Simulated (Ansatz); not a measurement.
# B2FGaH4O: up Jacob's ladder to CCSD(T), part 2 of 2

Ansatz 0.2.0, Gaussian basis; functionals in def2-TZVPP, the program's frozen cores in correlated methods. Earlier steps stand in the parts before.

## Step 14: CAM-B3LYP-D4 (range-separated)

Contents of in.yaml:

```yaml
crystal:
  periodic: [false, false, false]
  atoms:
    - {symbol: O, position_ang: [-2.149627, 0.213120, 1.439365]}
    - {symbol: Ga, position_ang: [-0.486010, -0.447183, 1.300336]}
    - {symbol: B, position_ang: [0.362003, -0.603827, -0.600512]}
    - {symbol: B, position_ang: [1.293423, 0.593246, -1.263870]}
    - {symbol: F, position_ang: [0.814912, 1.594367, -1.996713]}
    - {symbol: H, position_ang: [-2.547538, 0.482440, 0.609415]}
    - {symbol: H, position_ang: [0.104901, -0.832235, 2.695590]}
    - {symbol: H, position_ang: [0.213346, -1.656847, -1.156649]}
    - {symbol: H, position_ang: [2.483091, 0.610719, -1.044161]}
basis:
  gaussian: {orbitals: def2-TZVPP}
hamiltonian: {xc: {name: CAM-B3LYP}, dispersion: d4}
output: {orbitals: {seedname: orbitals}}
```

Launch:

```
$ ansatz run in.yaml --threads 4 --pin off --events-out ev --progress --plain --max-ram 10444MiB
```

Log, shortened:

```text
Functional definition: CAM-B3LYP
  name "CAM-B3LYP"
  cite "Yanai, Tew & Handy, Chem. Phys. Lett. 393, 51 (2004) doi:10.1016/j.cplett.2004.06.011"
  cite "Iikura, Tsuneda, Yanai & Hirao, J. Chem. Phys. 115, 3540 (2001) doi:10.1063/1.1383587"
  cite "Becke, Phys. Rev. A 38, 3098 (1988) doi:10.1103/PhysRevA.38.3098"
  cite "Lee, Yang & Parr, Phys. Rev. B 37, 785 (1988) doi:10.1103/PhysRevB.37.785"
  cite "Vosko, Wilk & Nusair, Can. J. Phys. 58, 1200 (1980) doi:10.1139/p80-159"
[...]
  # Exact exchange under (alpha + beta erf(omega r))/r, Becke's under what is left of 1/r.
[...]
1284 factors; their error is unknown
325 factors; integrals over basis functions are off by at most 1.4e-5 eV
[...]
mean field -58564.00669300 eV, -2152.1875498582 hartree, gradient 4.4e-5 eV, S^2 0.000000; 0 other end points of the search recorded, 0 dependent functions left out
reference -58564.00683455 eV, -2152.1875550601 hartree; 31, 31 occupied and 197, 197 virtual orbitals, 1284 factors
Total energy: -58564.14680024 eV, -2152.1926987043 hartree
```

Wall time 3.4 s (4 threads of Arm Neoverse V1, shared host); peak memory 0.62 GiB.

Atomisation energy: 31.859 eV (free atoms -58532.287 eV, run apart). HOMO -8.92 eV, LUMO -1.65 eV.

## Step 15: LC-ωPBE (range-separated)

Edit in.yaml of step 14 so:

```diff
@@ -14,3 +14,3 @@
   gaussian: {orbitals: def2-TZVPP}
-hamiltonian: {xc: {name: CAM-B3LYP}, dispersion: d4}
+hamiltonian: {xc: {name: LC-wPBE}}
 output: {orbitals: {seedname: orbitals}}
```

Launched as before.

Log, shortened:

```text
Functional definition: LC-wPBE
  name "LC-wPBE"
  cite "Vydrov & Scuseria, J. Chem. Phys. 125, 234109 (2006) doi:10.1063/1.2409292"
  cite "Heyd & Scuseria, J. Chem. Phys. 120, 7274 (2004) doi:10.1063/1.1668634"
  cite "Ernzerhof & Perdew, J. Chem. Phys. 109, 3313 (1998) doi:10.1063/1.476928"
  cite "Perdew, Burke & Ernzerhof, Phys. Rev. Lett. 77, 3865 (1996) doi:10.1103/PhysRevLett.77.3865"
  parent pbe
[...]
1249 factors; their error is unknown
415 factors; integrals over basis functions are off by at most 2.5e-5 eV
[...]
mean field -58552.21704841 eV, -2151.7542884109 hartree, gradient 1.6e-5 eV, S^2 0.000000; 0 other end points of the search recorded, 0 dependent functions left out
reference -58552.21704842 eV, -2151.7542884112 hartree; 31, 31 occupied and 197, 197 virtual orbitals, 1249 factors
Total energy: -58552.21704842 eV, -2151.7542884112 hartree
```

It took 2.5 s on 4 threads of Arm Neoverse V1, shared host; peak memory 0.39 GiB.

With the free atoms at this level, -58520.418 eV in sum, the atomisation energy is 31.799 eV. HOMO -10.22 eV, LUMO -0.44 eV.

## Step 16: ωB97X-V (range-separated)

Edit in.yaml of step 15 so:

```diff
@@ -14,3 +14,3 @@
   gaussian: {orbitals: def2-TZVPP}
-hamiltonian: {xc: {name: LC-wPBE}}
+hamiltonian: {xc: {name: wB97X-V}}
 output: {orbitals: {seedname: orbitals}}
```

Launched as before.

Log, shortened:

```text
Functional definition: wB97X-V
  name "wB97X-V"
  cite "Mardirossian & Head-Gordon, Phys. Chem. Chem. Phys. 16, 9904 (2014) doi:10.1039/C3CP54374A"
  cite "Becke, J. Chem. Phys. 107, 8554 (1997) doi:10.1063/1.475007"
  cite "Vydrov & Van Voorhis, J. Chem. Phys. 133, 244103 (2010) doi:10.1063/1.3521275"
[...]
      + integral(e_c_pw_opposite_spin*poly(b97_u_opposite, cos0, cos1)) + vv10(b, c)
1284 factors; their error is unknown
310 factors; integrals over basis functions are off by at most 9.5e-6 eV
[...]
mean field -58556.20956691 eV, -2151.9010107596 hartree, gradient 7.8e-5 eV, S^2 0.000000; 0 other end points of the search recorded, 0 dependent functions left out
reference -58556.20956453 eV, -2151.9010106720 hartree; 31, 31 occupied and 197, 197 virtual orbitals, 1284 factors
Total energy: -58556.20956453 eV, -2151.9010106720 hartree
```

It took 7.5 s on 4 threads of Arm Neoverse V1, shared host; peak memory 0.68 GiB.

With the free atoms at this level, -58524.454 eV in sum, the atomisation energy is 31.756 eV. HOMO -9.87 eV, LUMO -0.56 eV.

## Step 17: ωB97M-V (range-separated)

Edit in.yaml of step 16 so:

```diff
@@ -14,3 +14,3 @@
   gaussian: {orbitals: def2-TZVPP}
-hamiltonian: {xc: {name: wB97X-V}}
-output: {orbitals: {seedname: orbitals}}
+hamiltonian: {xc: {name: wB97M-V}}
+output: {forces: true, orbitals: {seedname: orbitals}}
```

The command is unchanged.

Log, shortened:

```text
Functional definition: wB97M-V
  name "wB97M-V"
  cite "Mardirossian & Head-Gordon, J. Chem. Phys. 144, 214110 (2016) doi:10.1063/1.4952647"
  cite "Becke, J. Chem. Phys. 107, 8554 (1997) doi:10.1063/1.475007"
  cite "Vydrov & Van Voorhis, J. Chem. Phys. 133, 244103 (2010) doi:10.1063/1.3521275"
  # Of w^i u^j: cxij and so on, Table III.
[...]
  gx(w, u) = 1 - cx + cx01*u + cx10*w
  gss(w, u) = css00 + css04*u^4 + css10*w + css20*w^2 + css43*w^4*u^3
  gos(w, u) = cos00 + cos10*w + (cos20 + cos21*u)*w^2 + (cos60 + cos61*u)*w^6
[...]
      + integral(e_c_pw_mod_opposite_spin*gos(b97_w_opposite, b97_u_opposite)) + vv10(b, c)
1284 factors; their error is unknown
310 factors; integrals over basis functions are off by at most 9.5e-6 eV
[...]
Total energy: -58557.98383524 eV, -2151.9662139181 hartree
Atom 0 at    -2.149627     0.213120     1.439365 Å, force    -0.057194     0.032632    -0.066513 eV/Å
Atom 1 at    -0.486010    -0.447183     1.300336 Å, force     0.134299    -0.057730     0.082037 eV/Å
Atom 2 at     0.362003    -0.603827    -0.600512 Å, force    -0.061522    -0.143341    -0.006942 eV/Å
Atom 3 at     1.293423     0.593246    -1.263870 Å, force     0.232425    -0.151930     0.129168 eV/Å
Atom 4 at     0.814912     1.594367    -1.996713 Å, force    -0.066326     0.124637    -0.095852 eV/Å
Atom 5 at    -2.547538     0.482440     0.609415 Å, force    -0.005854    -0.007169     0.062362 eV/Å
Atom 6 at     0.104901    -0.832235     2.695590 Å, force    -0.057026     0.031915    -0.124673 eV/Å
Atom 7 at     0.213346    -1.656847    -1.156649 Å, force     0.032700     0.159620     0.060481 eV/Å
Atom 8 at     2.483091     0.610719    -1.044161 Å, force    -0.151503     0.011366    -0.040067 eV/Å
Dipole moment:     0.161979    -0.205343    -0.252533 e Å
```

Wall time 12 s (4 threads of Arm Neoverse V1, shared host); peak memory 0.78 GiB.

Atomisation energy: 31.662 eV (free atoms -58526.321 eV, run apart). HOMO -9.70 eV, LUMO -0.82 eV.

## Step 18: B2PLYP (double hybrid)

Edit in.yaml of step 17 so:

```diff
@@ -14,3 +14,2 @@
   gaussian: {orbitals: def2-TZVPP}
-hamiltonian: {xc: {name: wB97M-V}}
-output: {forces: true, orbitals: {seedname: orbitals}}
+hamiltonian: {xc: {name: B2PLYP}}
```

Same command.

Log, shortened:

```text
Functional definition: B2PLYP
  name "B2PLYP"
  cite "Grimme, J. Chem. Phys. 124, 034108 (2006) doi:10.1063/1.2148954"
  cite "Becke, Phys. Rev. A 38, 3098 (1988) doi:10.1103/PhysRevA.38.3098"
  cite "Lee, Yang & Parr, Phys. Rev. B 37, 785 (1988) doi:10.1103/PhysRevB.37.785"
[...]
1424 factors; integrals over basis functions are off by at most 9.3e-4 eV
[...]
mean field -58540.76929827 eV, -2151.3335913529 hartree, gradient 3.4e-6 eV, S^2 0.000000; 0 other end points of the search recorded, 0 dependent functions left out
13 core orbitals not correlated: weight in the atoms' cores, before any rotation towards them, 1.000 or more for the frozen orbitals, at most 0.000 for the correlated occupied ones
reference -58540.76948096 eV, -2151.3335980667 hartree; 18, 18 occupied and 197, 197 virtual orbitals, 1424 factors
second order -29.99461590 eV of doubles, -0.00000000 eV of singles
Total energy: -58548.86802726 eV, -2151.6312141536 hartree
```

It took 5.5 s on 4 threads of Arm Neoverse V1, shared host; peak memory 0.57 GiB.

With the free atoms at this level, -58517.491 eV in sum, the atomisation energy is 31.377 eV.

## Step 19: PBE-QIDH (double hybrid)

Edit in.yaml of step 18 so:

```diff
@@ -14,2 +14,2 @@
   gaussian: {orbitals: def2-TZVPP}
-hamiltonian: {xc: {name: B2PLYP}}
+hamiltonian: {xc: {name: PBE-QIDH}}
```

Launched as before.

Log, shortened:

```text
Functional definition: PBE-QIDH
  name "PBE-QIDH"
  cite "Brémond, Sancho-García, Pérez-Jiménez & Adamo, J. Chem. Phys. 141, 031101 (2014) doi:10.1063/1.4890314"
  cite "Perdew, Burke & Ernzerhof, Phys. Rev. Lett. 77, 3865 (1996) doi:10.1103/PhysRevLett.77.3865"
[...]
1424 factors; integrals over basis functions are off by at most 9.3e-4 eV
[...]
mean field -58529.92060448 eV, -2150.9349092097 hartree, gradient 2.1e-6 eV, S^2 0.000000; 0 other end points of the search recorded, 0 dependent functions left out
13 core orbitals not correlated: weight in the atoms' cores, before any rotation towards them, 1.000 or more for the frozen orbitals, at most 0.000 for the correlated occupied ones
reference -58529.92061901 eV, -2150.9349097437 hartree; 18, 18 occupied and 197, 197 virtual orbitals, 1424 factors
second order -27.77915478 eV of doubles, -0.00000000 eV of singles
Total energy: -58539.18033727 eV, -2151.2751981133 hartree
```

Wall time 5.5 s (4 threads of Arm Neoverse V1, shared host); peak memory 0.57 GiB.

Atomisation energy: 31.509 eV (free atoms -58507.672 eV, run apart).

## Step 20: Orbital energies across the functionals

Dipoles come from the runs that computed forces. Levels, from each run's orbital file:

```csv
functional,HOMO (eV),LUMO (eV),gap (eV),dipole (D)
LDA (SPW92),-6.50,-4.02,2.48,
PBE-D4,-6.36,-3.71,2.64,1.40
revPBE-D4,-6.30,-3.58,2.71,
BLYP-D4,-6.25,-3.53,2.72,
r2SCAN-D4,-6.62,-3.42,3.20,1.54
B97M-V,-6.69,-3.47,3.23,
PBE0-D4,-7.58,-2.77,4.81,
B3LYP-D4,-7.39,-2.96,4.43,1.68
r2SCANh-D4,-7.07,-3.09,3.98,
r2SCAN0-D4,-7.75,-2.61,5.14,
HSE06-D4,-7.18,-3.15,4.03,
BHLYP-D4,-8.71,-1.73,6.98,
CAM-B3LYP-D4,-8.92,-1.65,7.27,
LC-ωPBE,-10.22,-0.44,9.78,
ωB97X-V,-9.87,-0.56,9.31,
ωB97M-V,-9.70,-0.82,8.89,1.75
```

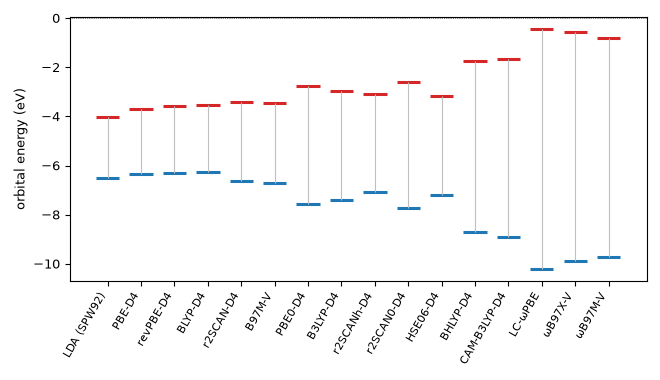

Highest occupied (blue) and lowest empty (red) level by functional.

## Step 21: CCSD(T) in def2-SVP

Edit in.yaml of step 19 so:

```diff
@@ -13,3 +13,3 @@
 basis:
-  gaussian: {orbitals: def2-TZVPP}
-hamiltonian: {xc: {name: PBE-QIDH}}
+  gaussian: {orbitals: def2-SVP}
+correlation: {method: ccsd_t}
```

Same command.

Log, shortened:

```text
Functional definition: HF
  name "HF"
  cite "Fock, Z. Phys. 61, 126 (1930) doi:10.1007/BF01340294"
  parent pbe
[...]
1073 factors; integrals over basis functions are off by at most 1.1e-3 eV
[...]
mean field -58473.19731921 eV, -2148.8503669244 hartree, gradient 1.2e-6 eV, S^2 0.000000; 0 other end points of the search recorded, 0 dependent functions left out
13 core orbitals not correlated: weight in the atoms' cores, before any rotation towards them, 1.000 or more for the frozen orbitals, at most 0.000 for the correlated occupied ones
reference -58473.19731921 eV, -2148.8503669244 hartree; 18, 18 occupied and 77, 77 virtual orbitals, 1073 factors
second order -20.17449734 eV of doubles, -0.00000000 eV of singles
cycle   1  -20.14803211 eV  change    2.6e-2 eV  update   1.3e-1
[...]
cycle  12  -20.93593029 eV  change   -6.3e-6 eV  update   1.7e-5
perturbative correction -0.54106773 eV, -0.0198838725 hartree
Total energy: -58494.67431724 eV, -2149.6396320443 hartree
```

Run time: 8.5 s. Hardware: 4 threads of Arm Neoverse V1, shared host; peak memory 0.52 GiB.

## Step 22: CCSD(T) in def2-TZVPP

Edit in.yaml of step 21 so:

```diff
@@ -13,3 +13,4 @@
 basis:
-  gaussian: {orbitals: def2-SVP}
+  gaussian: {orbitals: def2-TZVPP}
 correlation: {method: ccsd_t}
+output: {orbitals: {seedname: orbitals}}
```

Launched as before.

Log, shortened:

```text
Functional definition: HF
  name "HF"
  cite "Fock, Z. Phys. 61, 126 (1930) doi:10.1007/BF01340294"
  parent pbe
[...]
1424 factors; integrals over basis functions are off by at most 9.3e-4 eV
[...]
mean field -58487.58807421 eV, -2149.3792174162 hartree, gradient 6.5e-6 eV, S^2 0.000000; 0 other end points of the search recorded, 0 dependent functions left out
13 core orbitals not correlated: weight in the atoms' cores, before any rotation towards them, 1.000 or more for the frozen orbitals, at most 0.000 for the correlated occupied ones
reference -58487.58807421 eV, -2149.3792174162 hartree; 18, 18 occupied and 197, 197 virtual orbitals, 1424 factors
second order -24.68730383 eV of doubles, -0.00000000 eV of singles
cycle   1  -24.49842465 eV  change    1.9e-1 eV  update   1.3e-1
[...]
cycle  12  -25.35894084 eV  change   -2.4e-5 eV  update   1.9e-5
perturbative correction -0.90809360 eV, -0.0333718243 hartree
Total energy: -58513.85510866 eV, -2150.3445131276 hartree
```

Wall time 2.8 min (4 threads of Arm Neoverse V1, shared host); peak memory 4 GiB.

## Step 23: MP2 in def2-QZVPP

Edit in.yaml of step 22 so:

```diff
@@ -13,4 +13,3 @@
 basis:
-  gaussian: {orbitals: def2-TZVPP}
-correlation: {method: ccsd_t}
-output: {orbitals: {seedname: orbitals}}
+  gaussian: {orbitals: "def2-QZVPP.json"}
+correlation: {method: mp2}
```

The command is unchanged.

Log:

```text
Functional definition: HF
  name "HF"
  cite "Fock, Z. Phys. 61, 126 (1930) doi:10.1007/BF01340294"
  parent pbe
  exchange = exact_x
  correlation = 0
2718 factors; integrals over basis functions are off by at most 9.0e-4 eV
mean field evaluation 1: about -58484.0727 eV, gradient 4.8e1 eV
mean field evaluation 2: about -58484.1717 eV, gradient 4.8e1 eV
mean field evaluation 4: about -58488.8957 eV, gradient 4.1e0 eV
mean field evaluation 8: about -58488.9737 eV, gradient 4.5e-1 eV
mean field -58488.97459696 eV, -2149.4301711875 hartree, gradient 2.8e-6 eV, S^2 0.000000; 0 other end points of the search recorded, 0 dependent functions left out
13 core orbitals not correlated: weight in the atoms' cores, before any rotation towards them, 1.000 or more for the frozen orbitals, at most 0.000 for the correlated occupied ones
reference -58488.97459696 eV, -2149.4301711875 hartree; 18, 18 occupied and 406, 406 virtual orbitals, 2718 factors
second order -32.96227271 eV of doubles, -0.00000000 eV of singles
Total energy: -58521.93686967 eV, -2150.6415123669 hartree
```

Run time: 19 s. Hardware: 4 threads of Arm Neoverse V1, shared host; peak memory 2.3 GiB.

Energy pieces by basis (eV):

```csv
basis,HF,MP2 correlation,CCSD correlation,(T),total
def2-SVP,-58473.1973,-20.1745,-20.9359,-0.5411,-58494.6743
def2-TZVPP,-58487.5881,-24.6873,-25.3589,-0.9081,-58513.8551
def2-QZVPP,-58488.9746,-32.9623,,,-58521.9369 (MP2)
```

The report of the def2-TZVPP run gives T1 = 0.0153.

## Step 24: The basis-set limit

This step is arithmetic on the last runs, with X = 3 and 4: exp(−7.88√X) for Hartree-Fock, X^−2.97 for correlation; only MP2 was run in the larger set, so CCSD(T) minus MP2 is added from the smaller one.

| level | energy at the limit (eV) |
| --- | --- |
| HF | -58489.1656 |
| MP2 | -58528.2574 |
| CCSD | -58528.9291 |
| CCSD(T) | -58529.8372 |

This is no true limit for total energies: MP2 correlation changes by a factor of 1.34 from triple to quadruple zeta (about 1.07 in light molecules), because outer-core shells are correlated in sets not made for them. Much of that cancels between molecule and atoms or ions.

## Step 25: RPA on PBE orbitals

Edit in.yaml of step 23 so:

```diff
@@ -13,3 +13,4 @@
 basis:
-  gaussian: {orbitals: "def2-QZVPP.json"}
-correlation: {method: mp2}
+  gaussian: {orbitals: def2-TZVPP}
+hamiltonian: {xc: pbe}
+correlation: {method: rpa}
```

The command is unchanged.

Log, shortened:

```text
Functional definition: PBE
  name "PBE"
  cite "Perdew, Burke & Ernzerhof, Phys. Rev. Lett. 77, 3865 (1996) doi:10.1103/PhysRevLett.77.3865"
  parent pbe
[...]
1424 factors; integrals over basis functions are off by at most 9.3e-4 eV
[...]
mean field -58547.79127077 eV, -2151.5916440825 hartree, gradient 6.1e-6 eV, S^2 0.000000; 0 other end points of the search recorded, 0 dependent functions left out
13 core orbitals not correlated: weight in the atoms' cores, before any rotation towards them, 1.000 or more for the frozen orbitals, at most 0.000 for the correlated occupied ones
reference -58485.42280209 eV, -2149.2996451333 hartree; 18, 18 occupied and 197, 197 virtual orbitals, 1424 factors
Total energy: -58524.93663566 eV, -2150.7517517338 hartree
```

It took 6.5 s on 4 threads of Arm Neoverse V1, shared host; peak memory 0.53 GiB.

RPA correlation: -39.514 eV. No RPA run of the hydrogen atom was made, so RPA has no atomisation energy below.

## Step 26: The ladder

Atomisation energy = energies of 1 O, 1 Ga, 2 B, 1 F, 4 H (separate runs, same level) minus the molecule's; electronic only, no spin-orbit term.

Differences are taken before rounding.

```csv
method,rung,"atoms, summed (eV)",atomisation energy (eV),from CCSD(T)/CBS (eV),time
LDA (SPW92),LDA,-58396.052,36.425,+4.832,1.2 s
PBE-D4,GGA,-58515.707,32.243,+0.650,2.4 s
revPBE-D4,GGA,-58526.218,31.302,-0.291,2 s
BLYP-D4,GGA,-58532.405,31.572,-0.021,2.1 s
r2SCAN-D4,meta-GGA,-58527.585,32.006,+0.412,4.4 s
B97M-V,meta-GGA,-58520.048,31.920,+0.327,10 s
PBE0-D4,hybrid,-58517.748,31.576,-0.018,2.9 s
B3LYP-D4,hybrid,-58533.433,31.561,-0.032,4.2 s
r2SCANh-D4,hybrid,-58527.255,31.721,+0.127,4.8 s
r2SCAN0-D4,hybrid,-58526.783,31.321,-0.273,4.8 s
HSE06-D4,hybrid,-58517.397,31.598,+0.005,3.2 s
BHLYP-D4,hybrid,-58529.231,30.629,-0.964,3 s
CAM-B3LYP-D4,range-separated,-58532.287,31.859,+0.266,3.4 s
LC-ωPBE,range-separated,-58520.418,31.799,+0.205,2.5 s
ωB97X-V,range-separated,-58524.454,31.756,+0.162,7.5 s
ωB97M-V,range-separated,-58526.321,31.662,+0.069,12 s
B2PLYP,double hybrid,-58517.491,31.377,-0.216,5.5 s
PBE-QIDH,double hybrid,-58507.672,31.509,-0.085,5.5 s
HF/def2-TZVPP,wavefunction,-58464.067,23.521,-8.072,
MP2/def2-TZVPP,wavefunction,-58480.489,31.786,+0.193,
CCSD/def2-TZVPP,wavefunction,-58482.504,30.443,-1.151,
CCSD(T)/def2-SVP,wavefunction,-58464.752,29.922,-1.671,8.5 s
CCSD(T)/def2-TZVPP,wavefunction,-58482.949,30.907,-0.687,2.8 min
MP2/CBS,wavefunction,-58495.785,32.473,+0.879,
CCSD(T)/CBS,wavefunction,-58498.244,31.593,0,3.1 min
```

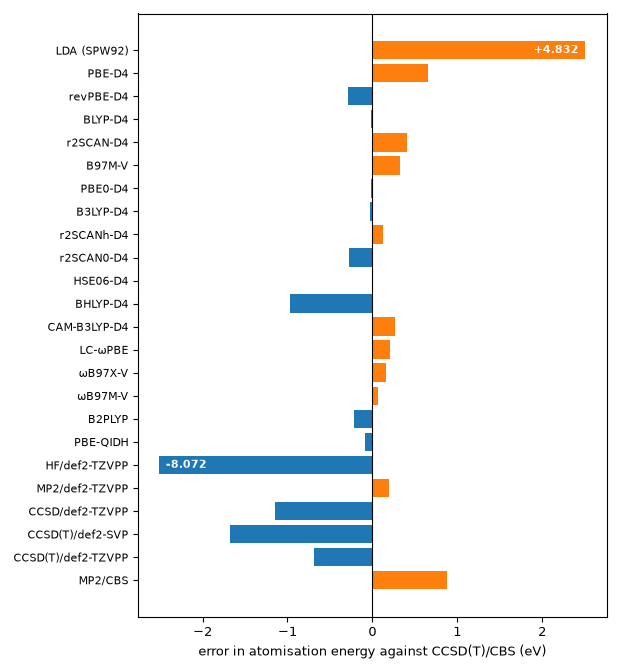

Deviations from CCSD(T)/CBS, method by method. Bars with a number in them are cut short.

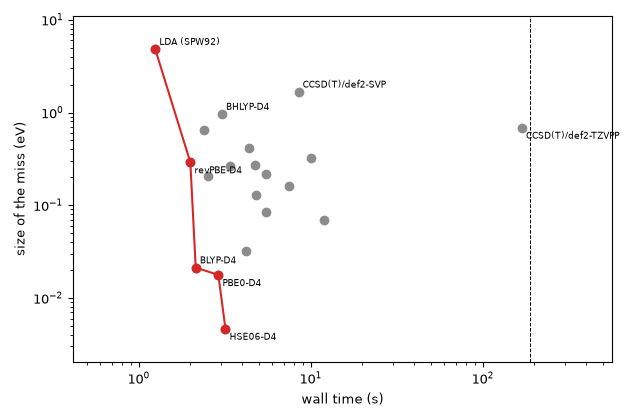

Accuracy for the time spent; red marks the levels that beat every quicker one drawn (of those quicker than the yardstick), and the dashed line is the time of CCSD(T)/CBS. Only those levels and the largest misses are named. Times are from a shared host.

LDA (SPW92), LC-ωPBE, B2PLYP, PBE-QIDH carry no dispersion term (for B3LYP, D4 adds 0.258 eV).

Times are those of the molecule's run; HF, MP2 and CCSD come out of the CCSD(T) runs, and the limit's time is the sum of the runs that it needs.

## Step 27: Results

The summary covers parts 1 to 2.

```
                               quantity                                                                                                                               value
        atomisation energy, CCSD(T)/CBS                                                                                                                           31.593 eV
    functionals within 0.316 eV (1.0 %)  revPBE-D4, BLYP-D4, PBE0-D4, B3LYP-D4, r2SCANh-D4, r2SCAN0-D4, HSE06-D4, CAM-B3LYP-D4, LC-ωPBE, ωB97X-V, ωB97M-V, B2PLYP, PBE-QIDH
                    farthest beyond LDA                                                                                                                BHLYP-D4 (-0.964 eV)
                mean size of error, GGA                                                                                                                            0.321 eV
           mean size of error, meta-GGA                                                                                                                            0.370 eV
             mean size of error, hybrid                                                                                                                            0.236 eV
    mean size of error, range-separated                                                                                                                            0.176 eV
      mean size of error, double hybrid                                                                                                                            0.150 eV
              gap, smallest and largest                                                                                            2.48 eV (LDA (SPW92)), 9.78 eV (LC-ωPBE)
                          T1 diagnostic                                                                                                                              0.0153
triples share of the correlation energy                                                                                                                               3.5 %
```

In words: The LDA atomisation energy is off by 4.832 eV (15 %): it overbinds. PBE-D4 is off by +0.650 eV. Double hybrids carry the basis error of their MP2 part in triple zeta, and no dispersion term here, so their miss is partly the set-up's. The rungs double hybrid, range-separated, hybrid miss on average by less than the doubt on the reference (0.316 eV), so they tie. The reference freezes the cores and leaves out relativity and excitations past (T), and its outer-core shells are covered unevenly, so misses under about 0.316 eV can't be ranked. Hartree-Fock recovers 74 % of the binding; the rest is correlation. CCSD(T) in def2-SVP is off by -1.671 eV, more than most functionals: a good method in a small basis is no reference. The gap grows from 2.5 to 9.8 eV across the functionals, mostly with the share of exact exchange. Correlated methods include outer-core shells of Ga, which these sets cover unevenly.

For cost: HSE06-D4 gets within 0.005 eV in 3.2 s, where CCSD(T)/CBS took 3.1 min; the quickest level in the cost chart, LDA (SPW92), takes 1.2 s and misses by 4.832 eV.
